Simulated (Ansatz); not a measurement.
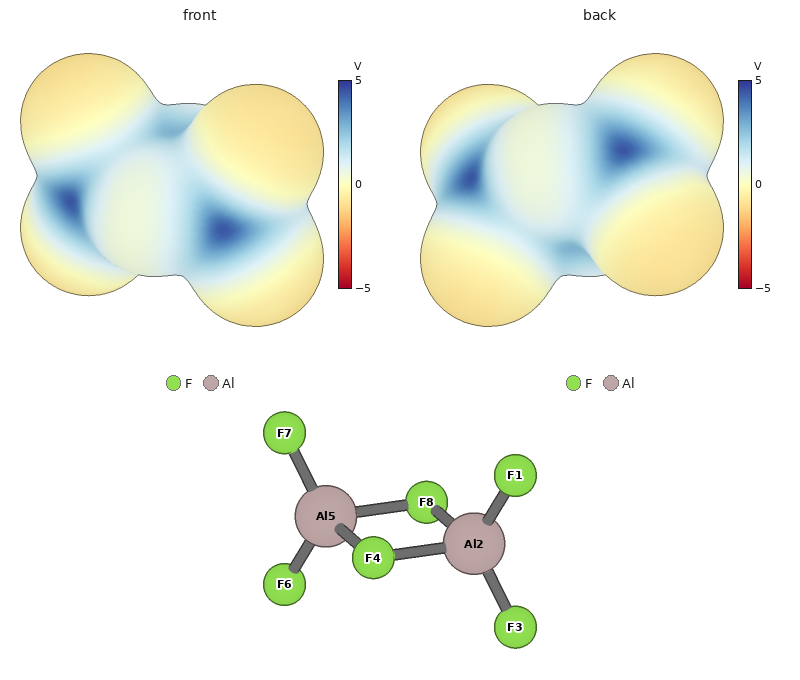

The picture shows: Al₂F₆ (SMILES [F][Al-]1([F])[F+][Al-]([F])([F])[F+]1). The molecular electrostatic potential painted on the density surface at 0.002 e/bohr³, seen from the front and from behind; the colour scale runs from red (negative) to blue (positive). The bare structure is drawn below in the same view.

Geometry: PBE0-D4/def2-TZVP.

Theory: Ansatz 0.2.0, RKS PBE0-D4/def2-TZVPP.

```xyz
8

F     2.4096   -0.6742    0.5938
Al    0.7964   -0.8057    0.7670
F     0.0736   -1.8377    1.7975
F     0.0229    0.8163    0.8336
Al   -0.7965    0.8057   -0.7670
F    -2.4096    0.6743   -0.5939
F    -0.0734    1.8376   -1.7975
F    -0.0230   -0.8163   -0.8336
```

Where is the surface potential most negative and most positive?

The most negative region (about −0.9 V) lies over F1, F3, F6 and F7, the most positive (about +4.3 V) over Al2 and Al5.
